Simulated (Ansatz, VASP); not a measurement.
**PtSe2 in two plane-wave programs**

One calculation is typed for both programs; each brings its own data sets and cutoff. How far apart do they land?

Program: Ansatz 0.2.0. Level of theory: plane waves, with VASP 6.6.1 beside it; zone-centre phonons at PBEsol and zone-centre phonons at PBE. Results are calculated unless marked as measured.

The database entry behind the starting cell is an old determination (1929), so it need not match the best structure at ambient conditions.

### 1. The starting structure

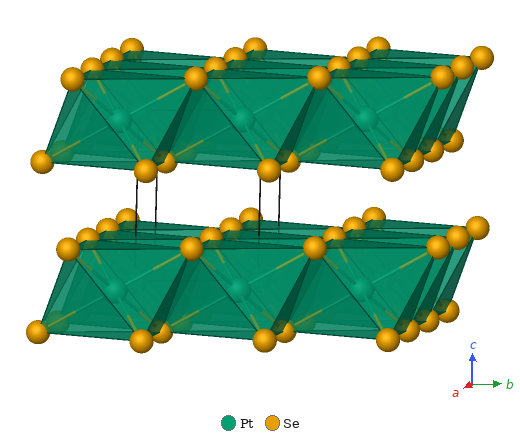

The starting structure, seen slightly off an axis (platinum teal, selenium orange). 2×2×1 cells are drawn. Some periodic images of atoms are drawn too.

### 2. VASP: zone-centre phonons, PBEsol

Second derivatives magnify differences that forces hide, and they need a tight electronic threshold.

Lines of VASP's logs that name or quote its potential files are left out, and so is its time.

INCAR

```
SYSTEM = PtSe2
PREC = Accurate
ENCUT = 450
EDIFF = 1E-08
NELM = 100
ISMEAR = 0
SIGMA = 0.05
LREAL = .FALSE.
ALGO = Normal
GGA = PS
NBANDS = 17
LORBIT = 11
LWAVE = .FALSE.
LCHARG = .FALSE.
KPAR = 4
IBRION = 8
ISIF = 2
```

POSCAR

```
PtSe2
1.0
    3.7620712585      0.0000000000      0.0000000000
   -1.8810356293      3.2580492807      0.0000000000
    0.0000000000      0.0000000000      4.8534857268
Pt Se
1 2
Direct
    0.0000000000      0.0000000000      0.0000000000
    0.6666666667      0.3333333333      0.7387751444
    0.3333333333      0.6666666667      0.2612248556
```

KPOINTS

```
Automatic mesh
0
Gamma
10 10 8
0 0 0
```

The projector-augmented-wave data sets are Pt and Se (PBE family, release 64).

On the command line:

```bash
$ mpirun -np 4 vasp_std
```

Numbers of over 12 decimals in the logs are rounded to 6 here.

The program printed:

```text
[banner, memory and clock lines left out]
running    4 mpi-ranks, on    1 nodes
 distrk:  each k-point on    1 cores,    4 groups
 distr:  one band on    1 cores,    1 groups

 POSCAR found type information on POSCAR PtSe
 POSCAR found :  2 types and       3 ions
|                                                                             |
|               ----> ADVICE to this user running VASP <----                  |
|                                                                             |
|     You enforced a specific xc type in the INCAR file but a different       |
|     [... a line on the potential file left out ...]
|     I HOPE YOU KNOW WHAT YOU ARE DOING!                                     |
|                                                                             |

 LDA part: xc-table for (Slater+PW92), standard interpolation
 POSCAR, INCAR and KPOINTS ok, starting setup
 FFT: planning ... GRIDC
 FFT: planning ... GRID_SOFT
 FFT: planning ... GRID
 WAVECAR not read
 entering main loop
       N       E                     dE             d eps       ncg     rms          rms(c)
DAV:   1     0.994595331205E+02    0.99460E+02   -0.94414E+03  3260   0.102E+03
DAV:   2    -0.124991916249E+02   -0.11196E+03   -0.10896E+03  4001   0.209E+02
DAV:   3    -0.167057134141E+02   -0.42065E+01   -0.41823E+01  3863   0.411E+01
DAV:   4    -0.167343124511E+02   -0.28599E-01   -0.28589E-01  4094   0.369E+00
DAV:   5    -0.167345997084E+02   -0.28726E-03   -0.28725E-03  4023   0.351E-01    0.127E+01
DAV:   6    -0.161534892761E+02    0.58111E+00   -0.48830E+00  3263   0.198E+01    0.781E+00
DAV:   7    -0.159237649323E+02    0.22972E+00   -0.91624E-01  3271   0.958E+00    0.381E+00
DAV:   8    -0.158999893539E+02    0.23776E-01   -0.63705E-02  3439   0.171E+00    0.834E-01
DAV:   9    -0.158968540748E+02    0.31353E-02   -0.75371E-03  3704   0.835E-01    0.202E-01
DAV:  10    -0.158968517038E+02    0.23710E-05   -0.12547E-03  3602   0.216E-01    0.332E-02
DAV:  11    -0.158968516177E+02    0.86034E-07   -0.42590E-05  4158   0.474E-02    0.253E-02
DAV:  12    -0.158968512260E+02    0.39170E-06   -0.35622E-06  3563   0.123E-02    0.516E-03
DAV:  13    -0.158968511757E+02    0.50308E-07   -0.45423E-07  4142   0.449E-03    0.123E-03
DAV:  14    -0.158968511688E+02    0.69131E-08   -0.24750E-08  3102   0.127E-03
   1 F= -.15896851E+02 E0= -.15896185E+02  d E =-.133194E-02
 Linear response reoptimize wavefunctions to high precision
DAV:   1    -0.158968511746E+02   -0.58160E-08   -0.38635E-09  3652   0.455E-04
DAV:   2    -0.158968511746E+02    0.15916E-11   -0.50508E-11  1800   0.462E-05
 Linear response DOF=           4
 Linear response progress:
  Degree of freedom:   1/  4
       N       E                     dE             d eps       ncg     rms          rms(c)
RMM:   1    -0.256360364435E+00   -0.25636E+00   -0.25975E-01 13084   0.328E+00
RMM:   2    -0.248804068944E+00    0.75563E-02   -0.72683E-03 11599   0.510E-01    0.195E-01
RMM:   3    -0.248609456291E+00    0.19461E-03   -0.42048E-04 12602   0.121E-01    0.116E-01
RMM:   4    -0.249070803672E+00   -0.46135E-03   -0.53158E-04 13105   0.123E-01    0.222E-02
RMM:   5    -0.249138008784E+00   -0.67205E-04   -0.36687E-05 12789   0.366E-02    0.936E-03
RMM:   6    -0.249183944562E+00   -0.45936E-04   -0.57216E-07 13392   0.592E-03    0.143E-03
RMM:   7    -0.249162706007E+00    0.21239E-04   -0.18411E-07 13439   0.199E-03    0.838E-04
RMM:   8    -0.249156730607E+00    0.59754E-05   -0.33464E-07 13169   0.141E-03    0.109E-04
RMM:   9    -0.249154707462E+00    0.20231E-05   -0.33436E-07 13994   0.555E-04    0.171E-04
RMM:  10    -0.249155255433E+00   -0.54797E-06   -0.26945E-08 13201   0.358E-04    0.318E-05
RMM:  11    -0.249155529171E+00   -0.27374E-06    0.22088E-08 14177   0.144E-04    0.125E-05
RMM:  12    -0.249155545468E+00   -0.16298E-07   -0.53700E-09 13980   0.108E-04    0.172E-06
RMM:  13    -0.249155569498E+00   -0.24030E-07    0.41071E-09 14485   0.898E-05    0.281E-06
RMM:  14    -0.249155545448E+00    0.24050E-07   -0.12625E-08 12597   0.833E-05    0.113E-06
RMM:  15    -0.249155540040E+00    0.54085E-08   -0.15082E-08 12841   0.828E-05    0.190E-07
 first order change of Fermi-energy   0.12089E-04
 force on displaced ion       1 direction 1 : -14.803   0.000   0.000
 Linear response progress:
  Degree of freedom:   2/  4
       N       E                     dE             d eps       ncg     rms          rms(c)
RMM:   1    -0.270615959812E+00   -0.27062E+00   -0.26617E-01  5519   0.330E+00
RMM:   2    -0.262316262549E+00    0.82997E-02   -0.71384E-03  4801   0.534E-01    0.205E-01
RMM:   3    -0.261950547638E+00    0.36571E-03   -0.72831E-04  5196   0.148E-01    0.118E-01
RMM:   4    -0.262211326003E+00   -0.26078E-03   -0.46355E-04  5352   0.112E-01    0.366E-02
RMM:   5    -0.262365953563E+00   -0.15463E-03   -0.10307E-05  5439   0.214E-02    0.149E-02
RMM:   6    -0.262428823076E+00   -0.62870E-04   -0.41590E-06  5060   0.111E-02    0.227E-03
RMM:   7    -0.262406320506E+00    0.22503E-04   -0.16934E-07  5546   0.224E-03    0.706E-04
RMM:   8    -0.262397596667E+00    0.87238E-05   -0.70553E-08  5559   0.617E-04    0.143E-04
RMM:   9    -0.262396810186E+00    0.78648E-06   -0.46559E-08  5629   0.237E-04    0.635E-05
RMM:  10    -0.262397126414E+00   -0.31623E-06   -0.51428E-08  5688   0.153E-04    0.189E-05
RMM:  11    -0.262396975283E+00    0.15113E-06   -0.66909E-08  5795   0.103E-04    0.691E-06
RMM:  12    -0.262397064085E+00   -0.88803E-07   -0.69249E-08  5863   0.921E-05    0.126E-06
RMM:  13    -0.262397069234E+00   -0.51491E-08   -0.53634E-08  5521   0.869E-05    0.611E-07
 first order change of Fermi-energy  -0.47355E-03
 force on displaced ion       1 direction 3 :  -0.000   0.000 -15.251
 Linear response progress:
  Degree of freedom:   3/  4
       N       E                     dE             d eps       ncg     rms          rms(c)
RMM:   1    -0.775211597615E-01   -0.77521E-01    0.60384E-02 33181   0.151E+00
RMM:   2    -0.763130564090E-01    0.12081E-02   -0.15445E-03 21437   0.235E-01    0.104E-01
RMM:   3    -0.761833690991E-01    0.12969E-03   -0.47521E-05 23341   0.395E-02    0.592E-02
RMM:   4    -0.761264922394E-01    0.56877E-04   -0.27494E-05 23846   0.313E-02    0.698E-03
RMM:   5    -0.761321807725E-01   -0.56885E-05   -0.49507E-07 23975   0.539E-03    0.137E-03
RMM:   6    -0.761320710930E-01    0.10968E-06   -0.39597E-08 24235   0.156E-03    0.377E-04
RMM:   7    -0.761306289292E-01    0.14422E-05   -0.98863E-08 24492   0.507E-04    0.867E-05
RMM:   8    -0.761304216861E-01    0.20724E-06   -0.38945E-08 24850   0.140E-04    0.427E-05
RMM:   9    -0.761303419773E-01    0.79709E-07   -0.68512E-08 24753   0.908E-05    0.195E-05
RMM:  10    -0.761302910182E-01    0.50959E-07   -0.62192E-08 24850   0.793E-05    0.341E-06
RMM:  11    -0.761303052824E-01   -0.14264E-07   -0.86816E-08 25283   0.670E-05    0.988E-07
RMM:  12    -0.761303052679E-01    0.14510E-10   -0.50099E-08 20472   0.640E-05    0.463E-07
 first order change of Fermi-energy  -0.19818E-05
 force on displaced ion       2 direction 1 :  -7.617  -0.000   0.000
 Linear response progress:
  Degree of freedom:   4/  4
       N       E                     dE             d eps       ncg     rms          rms(c)
RMM:   1    -0.914764556490E-01   -0.91476E-01    0.54755E-02  7422   0.149E+00
RMM:   2    -0.894279864032E-01    0.20485E-02   -0.17829E-03  5039   0.250E-01    0.151E-01
RMM:   3    -0.892123529157E-01    0.21563E-03   -0.18435E-04  5426   0.668E-02    0.992E-02
RMM:   4    -0.891020601878E-01    0.11029E-03   -0.52968E-05  5385   0.453E-02    0.509E-02
RMM:   5    -0.890592495787E-01    0.42811E-04   -0.19770E-05  5445   0.237E-02    0.899E-03
RMM:   6    -0.890675628670E-01   -0.83133E-05   -0.48765E-07  5486   0.370E-03    0.308E-03
RMM:   7    -0.890728846321E-01   -0.53218E-05   -0.22935E-07  5445   0.234E-03    0.795E-04
RMM:   8    -0.890710535670E-01    0.18311E-05    0.61511E-09  5596   0.575E-04    0.157E-04
RMM:   9    -0.890707479956E-01    0.30557E-06   -0.87316E-09  5643   0.148E-04    0.528E-05
RMM:  10    -0.890706985041E-01    0.49492E-07    0.18118E-08  5707   0.106E-04    0.107E-05
RMM:  11    -0.890707234191E-01   -0.24915E-07    0.19069E-08  5800   0.708E-05    0.339E-06
RMM:  12    -0.890707190683E-01    0.43508E-08   -0.23743E-08  5444   0.640E-05    0.670E-07
 first order change of Fermi-energy   0.95186E+00
 force on displaced ion       2 direction 3 :   0.000   0.000  -9.848
 Linear response finished
```

OUTCAR, selected parts (step 2):

```text
ion  position               nearest neighbor table
   1  0.000  0.000  0.000-   2 2.51   3 2.51   2 2.51   3 2.51   2 2.51   3 2.51
   2  0.667  0.333  0.739-   1 2.51   1 2.51   1 2.51
   3  0.333  0.667  0.261-   1 2.51   1 2.51   1 2.51

  LATTYP: Found a hexagonal cell.
 ALAT       =     3.7620712585
 C/A-ratio  =     1.2901099935

 Subroutine GETGRP returns: Found 12 space group operations
 (whereof 12 operations were pure point group operations)

The static configuration has the point symmetry D_3d.

 Found     94 irreducible k-points:

   k-points           NKPTS =     94   k-points in BZ     NKDIM =     94   number of bands    NBANDS=     17

   dimension x,y,z NGX =    28 NGY =   28 NGZ =   36
   dimension x,y,z NGXF=    56 NGYF=   56 NGZF=   72

   ENCUT  =  450.0 eV  33.07 Ry    5.75 a.u.   6.51  6.51  8.39*2*pi/ulx,y,z

   NELECT =      22.0000    total number of electrons

 k-points in reciprocal lattice and weights: Automatic mesh
   0.00000000  0.00000000  0.00000000       0.001
   0.10000000  0.00000000  0.00000000       0.007
   0.20000000  0.00000000  0.00000000       0.007
   0.30000000  0.00000000  0.00000000       0.007
   0.40000000  0.00000000  0.00000000       0.007
   0.50000000  0.00000000  0.00000000       0.004
   0.10000000  0.10000000  0.00000000       0.007
   0.20000000  0.10000000  0.00000000       0.015
   0.30000000  0.10000000  0.00000000       0.015
[...]
0.40000000  0.20000000  0.50000000       0.007
   0.30000000  0.30000000  0.50000000       0.007

 average (electrostatic) potential at core
       1 -68.2360       2 -52.5121       3 -52.5121

  Total        0.0059132      0.0059132      0.0026496     -0.0000000      0.0000000      0.0000000
  in kB        0.1592553      0.1592553      0.0713601     -0.0000000      0.0000000      0.0000000
  external PRESSURE =       0.1299569 kB  Pullay stress =       0.0000000 kB

  energy-cutoff  :      450.00
  volume of cell :       59.49
      direct lattice vectors                 reciprocal lattice vectors
     3.762071258  0.000000000  0.000000000     0.265811020  0.153466064  0.000000000
    -1.881035629  3.258049281  0.000000000     0.000000000  0.306932128  0.000000000
     0.000000000  0.000000000  4.853485727     0.000000000  0.000000000  0.206037487

 POSITION                                       TOTAL-FORCE (eV/Angst)
 -----------------------------------------------------------------------------------
      0.00000      0.00000      0.00000        -0.000000      0.000000      0.000000
      1.88104      1.08602      3.58563         0.000000      0.000000      0.001854
     -0.00000      2.17203      1.26785         0.000000     -0.000000     -0.001854
 -----------------------------------------------------------------------------------
    total drift:                               -0.000000     -0.000000     -0.000000

 Eigenvectors and eigenvalues of the dynamical matrix
 ----------------------------------------------------

   1 f  =    6.535410 THz    41.063192 2PiTHz  217.997813 cm-1    27.028272 meV
             X         Y         Z           dx          dy          dz
      0.000000  0.000000  0.000000     0.000000    0.000000   -0.668830
      1.881036  1.086016  3.585635    -0.000000   -0.000000    0.525674
     -0.000000  2.172033  1.267851    -0.000000   -0.000000    0.525674

   2 f  =    6.438574 THz    40.454751 2PiTHz  214.767699 cm-1    26.627789 meV
             X         Y         Z           dx          dy          dz
      0.000000  0.000000  0.000000     0.510177   -0.432525   -0.000000
      1.881036  1.086016  3.585635    -0.400959    0.339930    0.000000
     -0.000000  2.172033  1.267851    -0.400959    0.339930   -0.000000

   3 f  =    6.438574 THz    40.454751 2PiTHz  214.767699 cm-1    26.627789 meV
             X         Y         Z           dx          dy          dz
      0.000000  0.000000  0.000000     0.432525    0.510177    0.000000
      1.881036  1.086016  3.585635    -0.339930   -0.400959   -0.000000
     -0.000000  2.172033  1.267851    -0.339930   -0.400959    0.000000

   4 f  =    6.112243 THz    38.404354 2PiTHz  203.882471 cm-1    25.278193 meV
             X         Y         Z           dx          dy          dz
      0.000000  0.000000  0.000000     0.000000    0.000000    0.000000
      1.881036  1.086016  3.585635    -0.000000   -0.000000    0.707107
     -0.000000  2.172033  1.267851    -0.000000   -0.000000   -0.707107

   5 f  =    4.923857 THz    30.937506 2PiTHz  164.242191 cm-1    20.363427 meV
             X         Y         Z           dx          dy          dz
      0.000000  0.000000  0.000000    -0.000000    0.000000    0.000000
      1.881036  1.086016  3.585635     0.539355   -0.457270   -0.000000
     -0.000000  2.172033  1.267851    -0.539355    0.457270    0.000000

   6 f  =    4.923857 THz    30.937506 2PiTHz  164.242191 cm-1    20.363427 meV
             X         Y         Z           dx          dy          dz
      0.000000  0.000000  0.000000     0.000000   -0.000000    0.000000
      1.881036  1.086016  3.585635     0.457270    0.539355   -0.000000
     -0.000000  2.172033  1.267851    -0.457270   -0.539355   -0.000000

   7 f/i=    0.000042 THz     0.000262 2PiTHz    0.001390 cm-1     0.000172 meV
             X         Y         Z           dx          dy          dz
      0.000000  0.000000  0.000000    -0.722279   -0.175937   -0.000000
      1.881036  1.086016  3.585635    -0.459512   -0.111931   -0.000000
     -0.000000  2.172033  1.267851    -0.459512   -0.111931   -0.000000

   8 f/i=    0.000042 THz     0.000262 2PiTHz    0.001390 cm-1     0.000172 meV
             X         Y         Z           dx          dy          dz
      0.000000  0.000000  0.000000     0.175937   -0.722279   -0.000000
      1.881036  1.086016  3.585635     0.111931   -0.459512   -0.000000
     -0.000000  2.172033  1.267851     0.111931   -0.459512   -0.000000

   9 f/i=    0.000206 THz     0.001291 2PiTHz    0.006856 cm-1     0.000850 meV
             X         Y         Z           dx          dy          dz
      0.000000  0.000000  0.000000     0.000000   -0.000000    0.743415
      1.881036  1.086016  3.585635     0.000000   -0.000000    0.472935
     -0.000000  2.172033  1.267851     0.000000   -0.000000    0.472935

 ELASTIC MODULI CONTR FROM IONIC RELAXATION (kBar)
 Direction    XX          YY          ZZ          XY          YZ          ZX
 --------------------------------------------------------------------------------
 XX        -575.7681   -355.2056   -558.0441      0.0000    231.4502     -0.0000
 YY        -355.2056   -575.7681   -558.0441      0.0000   -231.4502      0.0000
 ZZ        -558.0441   -558.0441   -669.0053      0.0000     -0.0000     -0.0000
 XY           0.0000      0.0000      0.0000   -110.2813      0.0000    212.2248
 YZ         231.4502   -231.4502     -0.0000      0.0000   -485.7505      0.0000
 ZX          -0.0000      0.0000     -0.0000    212.2248      0.0000   -408.4044
 --------------------------------------------------------------------------------
```

(Continued in part 2 of 2.)

[Lines on the potential files, build, host, timing and source positions are cut from VASP's logs without a mark.]

[Logs are printed without paths, hosts, clocks, repeated set-up lines and the standing remarks that a program may print on its own settings, such as how far it seeks lower states.]

[Hosts, paths, dates, database ids (printed as entryN), source tags and the programs' standing remarks are cut or masked in the printed files.]
